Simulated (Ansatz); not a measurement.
CuAu (P4/mmm): Drude plasma energy along x against volume

The cell of CuAu (P4/mmm) is scaled evenly and the response computed anew at each volume, on one mesh. x, y and z are the Cartesian axes of the input cell.

It takes space group P4/mmm (No. 123, tetragonal). Conventional cell: a = 2.811 Å, b = 2.811 Å, c = 3.685 Å, α = 90.00°, β = 90.00°, γ = 90.00°. Au on site a has 8 Cu at 2.71 Å and 4 Au at 2.81 Å as nearest neighbours. Cu on site d is surrounded by 8 Au at 2.71 Å and 4 Cu at 2.81 Å.

Method: Ansatz 0.2.0, LDA, independent particles, k-mesh 14×14×12 with interpolation inside its cells, Gaussian parameter 0.1 eV.

Launch of the response step: `ansatz run input.yaml --threads 4 --pin off --max-ram 8192MiB --backend cpu --events-out ev --progress --plain --runs-dir out`. The series took 8.8 min in all, on 4 threads of Intel(R) Xeon(R) Processor @ 2.70GHz (shared host).

```tsv
V/V₀	V (Å³, primitive cell)	Drude plasma energy along x (eV)
0.94	27.37	?
0.96	27.95	7.8645
0.98	28.53	7.8863
1.00	29.11	7.9071
1.02	29.69	7.9259
1.04	30.28	7.9424
1.06	30.86	7.9566
```

For small changes the quantity should be close to linear in ln V.

Working, on the rows shown:

| x = ln(V/V₀) | y = Drude plasma energy along x |
| --- | --- |
| -0.040822 | 7.8645 |
| -0.0202027 | 7.8863 |
| 0 | 7.9071 |
| 0.0198026 | 7.9259 |
| 0.0392207 | 7.9424 |
| 0.0582689 | 7.9566 |

Means: x̄ = 0.0093779, ȳ = 7.9138. Σ(x − x̄)(y − ȳ) = 0.006423, Σ(x − x̄)² = 0.006873. Slope = 0.006423 / 0.006873 = 0.9346; intercept = ȳ − slope · x̄ = 7.905. The line misses the rows shown by at most 0.0029 eV.

Problem. What does the fit predict for the withheld row, and how well does it do?

Solution. At x = -0.061875 the line gives y = 7.8472 eV. The run gave 7.8434 eV, so the extrapolation is off by 0.0038 eV, 3 % of the range in the table.

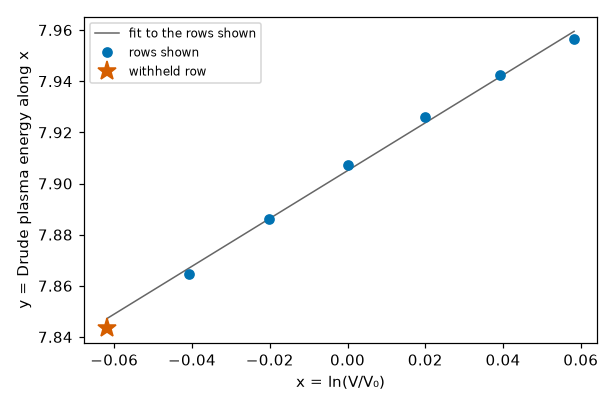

Between the rows on either side of x = 0 the slope is (7.9259 − 7.8863) / (0.019803 − (-0.020203)) = 0.9899. So d ln ωp/d ln V = +0.13; free electrons would give −0.50. The cell comes from an older database entry, whose edges can be off by a per cent or so. The values come from a sum over the points of one k-mesh and carry its error, which is largest for Fermi-surface quantities. Spin-orbit coupling is left out.

[Logs are printed without paths, hosts, clocks, repeated set-up lines and the standing remarks that a program may print on its own settings, such as how far it seeks lower states.]
